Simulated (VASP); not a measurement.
Band structure of CsGeBr₃ (space group R3m). Method: PBEsol GGA, VASP's PBE PAW potentials (set 64) (plane waves; VASP 6.6.1).

Unless said otherwise, spin-orbit coupling is left out, though it shifts the bands of the heavy elements here.

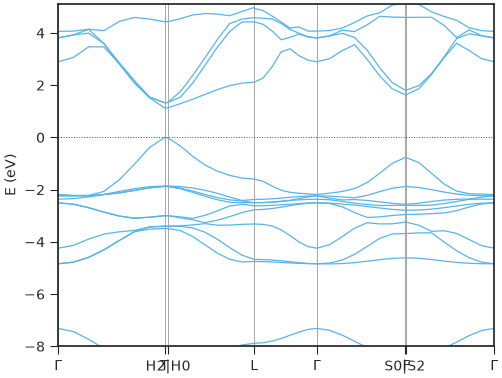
Figure. Bands along high-symmetry lines, zero at the valence-band maximum or, without a gap, the Fermi level

### Question
Read the plot: is there a gap, and where are the band edges?

### Answer
The gap is direct, 1.13 eV, from the valence maximum at T to the conduction minimum at T.

The structure comes from a computed database's CsGeBr3 entry (R3m); how it stands against other phases isn't given here. The cell was not relaxed at this level.
